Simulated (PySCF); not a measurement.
# [SiH5]− (SMILES [H][Si-]([H])([H])([H])[H]) at NEVPT2(4,3)/Roos-DZ (density fitting, 2 states averaged)

Aim: the energy difference between two shapes of [SiH5]− at NEVPT2(4,3)/Roos-DZ (density fitting, 2 states averaged), from 2 runs. 

The results are computed with PySCF 2.14.0.

7 further runs of the same task are left out: 3 that didn't finish, 4 set aside as unsound or not needed.

### 1 The system as given

[SiH5]− has 6 atoms, charge -1, and is taken as a singlet. SMILES: `[H][Si-]([H])([H])([H])[H]`. The coordinates come from a GFN2-xTB relaxation.

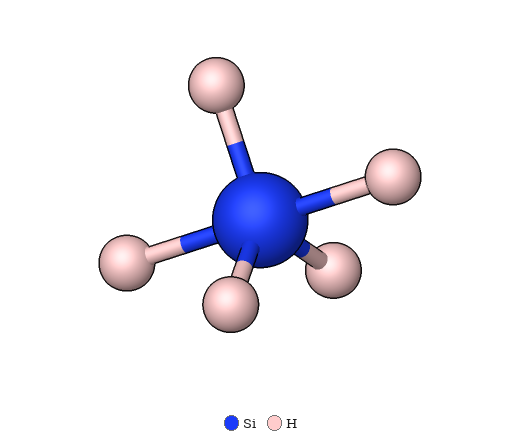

Viewed from a chosen angle; silicon blue, hydrogen pink.

### 2 The excited states at NEVPT2(4,3)/Roos-DZ (density fitting, 2 states averaged)

mol.xyz

```xyz
6
H5Si
Si    -0.000240     0.000230     0.001470
H     -0.019890    -0.007790     1.639910
H      0.021790     0.007860    -1.642440
H      1.490630     0.011850     0.019200
H     -0.757550     1.285100    -0.002620
H     -0.734730    -1.297250    -0.015520
```

run.py

```python
import numpy
from pyscf import gto, mcscf, mrpt

molecule = gto.M(
    atom='mol.xyz',
    symmetry=True,
    max_memory=1860,
    charge=-1,
    verbose=4,
    basis='roos-dz',
)

mf = molecule.RHF()
mf = mf.density_fit()
mf.kernel()

cas = mcscf.CASSCF(mf, 3, 4)
cas.fix_spin_(ss=0.0)
cas = cas.state_average_([1 / 2] * 2)
cas.kernel()
ci2 = mcscf.CASCI(mf, cas.ncas, cas.nelecas)
ci2.fix_spin_(ss=0.0)
ci2.fcisolver.nroots = 2
ci2.kernel(cas.mo_coeff)
states = [ci2.e_tot[i] + mrpt.NEVPT(ci2, root=i).kernel() for i in range(2)]
e_tot = states[0]
print('E(%s) = %.9f' % ('NEVPT2', e_tot))

roots = (numpy.array(states[1:]) - states[0]) * 27.211386
print('state  energy (Eh)  excitation (eV)')
for i, e in enumerate(states):
    print('%3d %16.8f %9.4f' % (i, e, (e - states[0]) * 27.211386))
```

Command:

```bash
$ OMP_NUM_THREADS=1 python run.py
```

Output:

```text
PySCF version 2.14.0

[... 76 lines left out ...]
converged SCF energy = -291.771177318636
[... 36 lines left out ...]
State-average over 2 states with weights [0.5, 0.5]
[... 94 lines left out ...]
CASSCF energy = -291.705376403243
[... 3 lines left out ...]
  State 0 weight 0.5  E = -291.76739592276 S^2 = 0.0000000
[... 6 lines left out ...]
sorting_mo_energy = False
[... 15 lines left out ...]
CASCI converged
[... 1 line left out ...]
CASCI state   1  E = -291.643356883727  E(CI) = -2.81697399695719  S^2 = 0.0000000
[... 26 lines left out ...]
Nevpt2 Energy = -0.179870452548871
[... 1 line left out ...]
******** <class 'pyscf.mrpt.nevpt2.NEVPT'> ********
NEVPT2 (2e+2e, 3o), ncore = 8, nvir = 61
root = 1
Natural occ [1.99999839 1.00904322 0.99095838]
Natural orbital (expansion on meta-Lowdin AOs) in CAS space
               #1        #2        #3
0 Si 1s          0.00022  -0.00005  -0.00001
0 Si 2s         -0.01502  -0.00017   0.00120
0 Si 3s         -0.71051   0.12938  -0.15283
[... 68 lines of this table left out ...]
5 H 3pz         -0.00042   0.00124  -0.00092
<CAS-nat-orb|mo-hf>  9      6       -0.99773044
<CAS-nat-orb|mo-hf>  10     10       0.70552796
<CAS-nat-orb|mo-hf>  10     11       0.70279367
<CAS-nat-orb|mo-hf>  11     10       0.70723297
<CAS-nat-orb|mo-hf>  11     11      -0.70001713
Using density fitting integrals for NEVPT2
Sr    (-1)',   E = -0.00471807120074
Si    (+1)',   E = -0.00000013207375
Sijrs (0)  ,   E = -0.07821242842232
Sijr  (+1) ,   E = -0.01341670018312
Srsi  (-1) ,   E = -0.06139611100738
Srs   (-2) ,   E = -0.01131139076543
Sij   (+2) ,   E = -0.00004088817382
Sir   (0)' ,   E = -0.02182972105318
Nevpt2 Energy = -0.190925442879731
E(NEVPT2) = -291.947266375
state  energy (Eh)  excitation (eV)
  0    -291.94726638    0.0000
  1    -291.83428233    3.0745
```

Wall time 47 s (1 thread of Intel Xeon 6975P-C (Granite Rapids), shared host); peak memory 0.18 GiB.

### 3 The distorted shape at the same level

start.xyz

```xyz
6

Si     0.019380    -0.021152    -0.013169
H     -0.032621    -0.026174     1.605635
H      0.029043    -0.013029    -1.644630
H      1.502201     0.027357     0.011462
H     -0.767084     1.308292    -0.009191
H     -0.769712    -1.306485    -0.019195
```

calc.py

```python
import numpy
from pyscf import gto, scf, mcscf, mrpt

mol = gto.M(
    atom='start.xyz',
    symmetry=True,
    basis='roos-dz',
    spin=0,
    charge=-1,
    max_memory=1860,
    verbose=4,
)

calc0 = scf.RHF(mol)
calc0 = calc0.density_fit()
calc0.kernel()

cas = mcscf.CASSCF(calc0, 3, 4)
cas.fix_spin_(ss=0.0)
cas = cas.state_average_([1 / 2] * 2)
cas.kernel()
ci2 = mcscf.CASCI(calc0, cas.ncas, cas.nelecas)
ci2.fix_spin_(ss=0.0)
ci2.fcisolver.nroots = 2
ci2.kernel(cas.mo_coeff)
states = [ci2.e_tot[i] + mrpt.NEVPT(ci2, root=i).kernel() for i in range(2)]
e_tot = states[0]
print(f'total energy: {e_tot:.8f} hartree')

roots = (numpy.array(states[1:]) - states[0]) * 27.211386
print('state  energy (Eh)  excitation (eV)')
for i, e in enumerate(states):
    print('%3d %16.8f %9.4f' % (i, e, (e - states[0]) * 27.211386))
```

Command:

```bash
$ OMP_NUM_THREADS=1 python calc.py
```

Output:

```text
PySCF version 2.14.0

[... 76 lines left out ...]
converged SCF energy = -291.771058387521
[... 36 lines left out ...]
State-average over 2 states with weights [0.5, 0.5]
[... 84 lines left out ...]
CASSCF energy = -291.705142670932
[... 3 lines left out ...]
  State 0 weight 0.5  E = -291.76731588371 S^2 = 0.0000000
[... 6 lines left out ...]
sorting_mo_energy = False
[... 15 lines left out ...]
CASCI converged
[... 1 line left out ...]
CASCI state   1  E = -291.642969458154  E(CI) = -2.81407742491410  S^2 = 0.0000000
[... 26 lines left out ...]
Nevpt2 Energy = -0.179860977735572
[... 1 line left out ...]
******** <class 'pyscf.mrpt.nevpt2.NEVPT'> ********
NEVPT2 (2e+2e, 3o), ncore = 8, nvir = 61
root = 1
Natural occ [1.99999837 1.00287879 0.99712284]
Natural orbital (expansion on meta-Lowdin AOs) in CAS space
               #1        #2        #3
0 Si 1s          0.00021   0.00000  -0.00004
0 Si 2s         -0.01441  -0.00104  -0.00023
0 Si 3s         -0.70979   0.15637   0.13105
[... 68 lines of this table left out ...]
5 H 3pz          0.00078  -0.00056  -0.00030
<CAS-nat-orb|mo-hf>  9      6       -0.99600710
<CAS-nat-orb|mo-hf>  10     10      -0.70573796
<CAS-nat-orb|mo-hf>  10     11       0.70106522
<CAS-nat-orb|mo-hf>  11     10       0.70703249
<CAS-nat-orb|mo-hf>  11     11       0.70055327
Using density fitting integrals for NEVPT2
Sr    (-1)',   E = -0.00479908233037
Si    (+1)',   E = -0.00000020399954
Sijrs (0)  ,   E = -0.07799189192158
Sijr  (+1) ,   E = -0.01363381659034
Srsi  (-1) ,   E = -0.06133527538109
Srs   (-2) ,   E = -0.01150890615099
Sij   (+2) ,   E = -0.00004098382107
Sir   (0)' ,   E = -0.02158088030556
Nevpt2 Energy = -0.190891040500529
total energy: -291.94717686 hartree
state  energy (Eh)  excitation (eV)
  0    -291.94717686    0.0000
  1    -291.83386050    3.0835
```

Run time: 41 s. Hardware: 1 thread of Intel Xeon 6975P-C (Granite Rapids), shared host; peak memory 0.19 GiB.

### 4 Outcome

Level: NEVPT2(4,3)/Roos-DZ (density fitting, 2 states averaged).

| quantity | value |
| --- | --- |
| first shape: energy of the lowest of 2 roots | -291.94727 Eh |
| first shape: HOMO energy (Hartree–Fock orbitals) | -2.52 eV |
| first shape: LUMO energy (Hartree–Fock orbitals) | 5.18 eV |
| first shape: HOMO–LUMO gap (to an unbound level, set by the basis) | 7.69 eV |
| first shape: lowest excitation energy within this active space | 3.07 eV |
| distorted shape: energy of the lowest of 2 roots | -291.94718 Eh |
| distorted shape: HOMO energy (Hartree–Fock orbitals) | -2.53 eV |
| distorted shape: LUMO energy (Hartree–Fock orbitals) | 5.17 eV |
| distorted shape: HOMO–LUMO gap (to an unbound level, set by the basis) | 7.70 eV |
| distorted shape: lowest excitation energy within this active space | 3.08 eV |
| energy change with the atoms displaced | 0.002 eV |

In words: With the atoms displaced the energy rises by 0.00 eV (0.1 kcal/mol). The first shape isn't relaxed at this level, so the change isn't measured from a minimum. For an anion, states without diffuse functions may be basis-held continuum.
